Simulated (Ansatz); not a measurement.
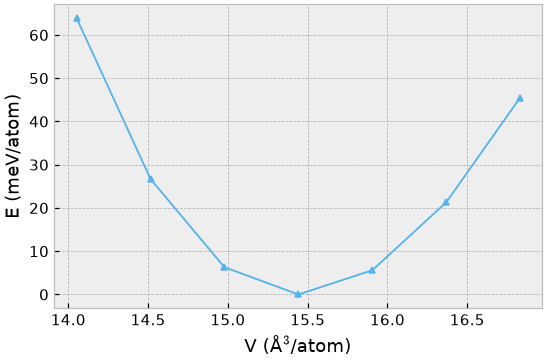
*NbGa3 in space group I4/mmm (No. 139; Ga on 2b, Ga on 4d, Nb on 2a) under volume change, PBEsol in the plane-wave PAW code Ansatz, shape and atoms relaxed at each volume.*

### Question
What does a third-order Birch–Murnaghan fit give for V₀, B₀ and B′?

### Answer
V₀ = 15.44 Å³/atom, B₀ = 137 GPa, B′ = 4.6.

The workflow started from an entry of the Crystallography Open Database (COD, 293 K). Whether it is the stable phase at ambient conditions was not checked. Symmetry was held in the PBEsol relaxation; whether a distortion lowers the energy is not shown. The run is not spin-polarised.

Potentials: the later of the program's two PAW sets.
